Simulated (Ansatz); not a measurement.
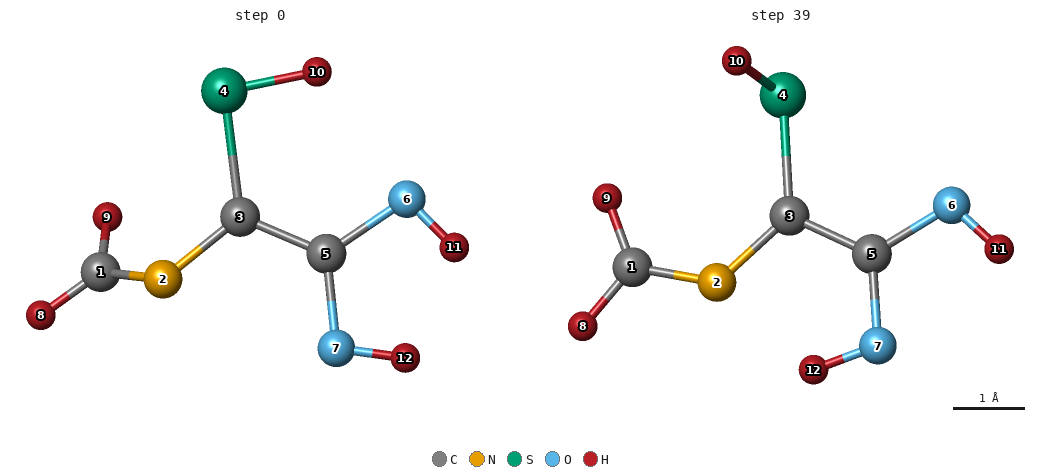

The structure of C$_{3}$H$_{5}$NO$_{2}$S before (left) and after (right) a relaxation, at one scale.

Style: ball-and-stick. Shown at a tilt.

The run prepares an end point of a later path (torsion) calculation, from a guessed geometry.

Computed with RKS B3LYP-D4/6-31G* (Ansatz 0.2.0).

Input
```yaml
crystal:
  periodic: [false, false, false]
  atoms:
    - { symbol: C, position_ang: [0.1895, -0.594, 2.1857] }
    - { symbol: "N", position_ang: [0.5466, -0.7723, 0.9683] }
    - { symbol: C, position_ang: [0.2923, 0.2538, 0.0484] }
    - { symbol: S, position_ang: [0.8509, 1.9392, 0.3306] }
    - { symbol: C, position_ang: [-0.2054, -0.1023, -1.1515] }
    - { symbol: O, position_ang: [-0.4713, 0.8154, -2.1395] }
    - { symbol: O, position_ang: [-0.4888, -1.407, -1.4092] }
    - { symbol: H, position_ang: [0.3418, -1.302, 2.9386] }
    - { symbol: H, position_ang: [-0.378, 0.3833, 2.5458] }
    - { symbol: H, position_ang: [0.4134, 2.3884, -0.8513] }
    - { symbol: H, position_ang: [-0.8328, 0.2317, -2.827] }
    - { symbol: H, position_ang: [-0.89903, -1.39718, -2.30692] }
basis:
  gaussian: { orbitals: "6-31G*" }
hamiltonian:
  xc: b3lyp
  dispersion: d4
relax:
  f_tol: 0.015
  max_steps: 40
```

Run as
```bash
ansatz run input.yaml --threads 2 --pin off --max-ram 3072MiB --backend cpu --events-out ev --progress --plain --runs-dir out
```

Summarise the run.

The relaxation stopped without meeting its thresholds, so the last structure isn't shown to be converged. It used up its limit of 40 steps. Over 34 accepted moves (39 points after the start) the energy falls by 1.466 eV. The largest force component goes from 3.3 to 0.36 eV/Å. The line search rejected the trial steps at points 10, 14, 16, 19, 34 of the run. The atom that moves furthest after the best rigid fit is H12 (1.60 Å). Largest moves by element: H 1.60 Å, S 0.92 Å, N 0.63 Å, C 0.51 Å, O 0.38 Å. Near-neighbour distances that change, for instance: C1–H9 1.186 → 1.094 Å, C1–H8 1.045 → 1.091 Å, C5–O6 1.374 → 1.334 Å, S4–H10 1.338 → 1.370 Å. Bond angles that change, for instance: C1–N2–C3 118.1° → 126.1°, C5–O6–H11 100.3° → 107.7°, N2–C3–C5 117.3° → 112.1°. Groups turn about C5–O7 by about 175°, C3–S4 by about 105°, N2–C3 by about 50°.
